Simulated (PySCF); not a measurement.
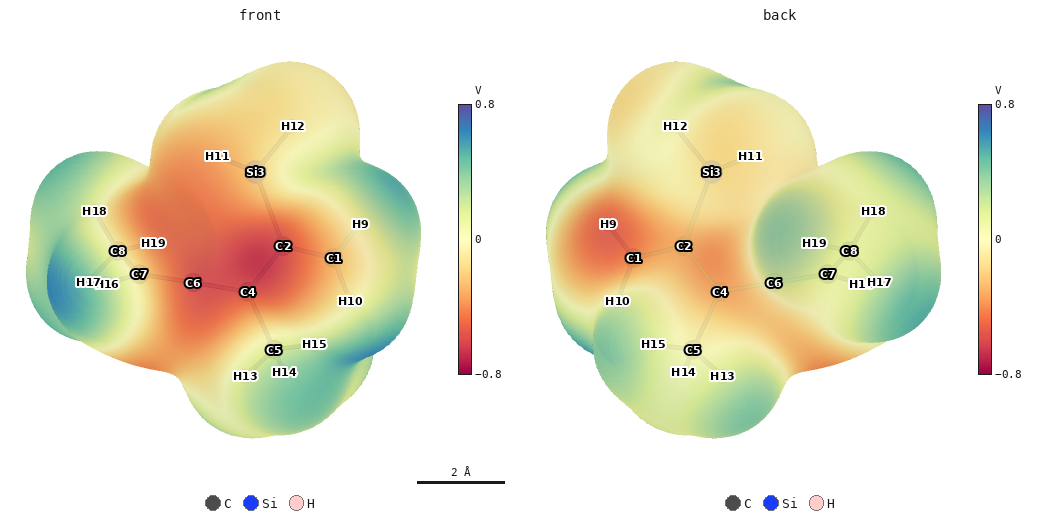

C7H11Si (doublet). The electrostatic potential painted on the density surface at 0.001 e/bohr³, seen from the front and from behind; red is negative and blue positive.

Geometry: GFN2-xTB.

Method: PySCF, UKS B3LYP, pcH-1 on C H Si, non-relativistic, mean-field spin-orbit, GIAO.

```yaml
atoms:
  - { symbol: C, position_ang: [-2.7415, 0.7325, 0.1400] }
  - { symbol: C, position_ang: [-1.4569, 0.4419, 0.4332] }
  - { symbol: Si, position_ang: [-0.8404, 0.4534, 2.1752] }
  - { symbol: C, position_ang: [-0.4745, 0.1418, -0.6179] }
  - { symbol: C, position_ang: [-0.9636, -0.2493, -1.9878] }
  - { symbol: C, position_ang: [0.8087, 0.2202, -0.3721] }
  - { symbol: C, position_ang: [2.0851, 0.2887, -0.1484] }
  - { symbol: C, position_ang: [2.9142, -0.8499, 0.3708] }
  - { symbol: H, position_ang: [-3.4538, 0.9473, 0.9186] }
  - { symbol: H, position_ang: [-3.1176, 0.7797, -0.8674] }
  - { symbol: H, position_ang: [0.3096, -0.3506, 2.5407] }
  - { symbol: H, position_ang: [-1.8259, 0.6672, 3.2224] }
  - { symbol: H, position_ang: [-0.1356, -0.5971, -2.6013] }
  - { symbol: H, position_ang: [-1.4227, 0.6059, -2.4829] }
  - { symbol: H, position_ang: [-1.7070, -1.0412, -1.9095] }
  - { symbol: H, position_ang: [2.6235, 1.2139, -0.3257] }
  - { symbol: H, position_ang: [3.7128, -1.0835, -0.3331] }
  - { symbol: H, position_ang: [3.3737, -0.5751, 1.3207] }
  - { symbol: H, position_ang: [2.3024, -1.7366, 0.5169] }
```

Where is the surface potential most negative and most positive?

Answer. The most negative region (about −0.7 V) lies over the π face of C1, C2 and C4, the most positive (about +0.6 V) over H10 and H16.
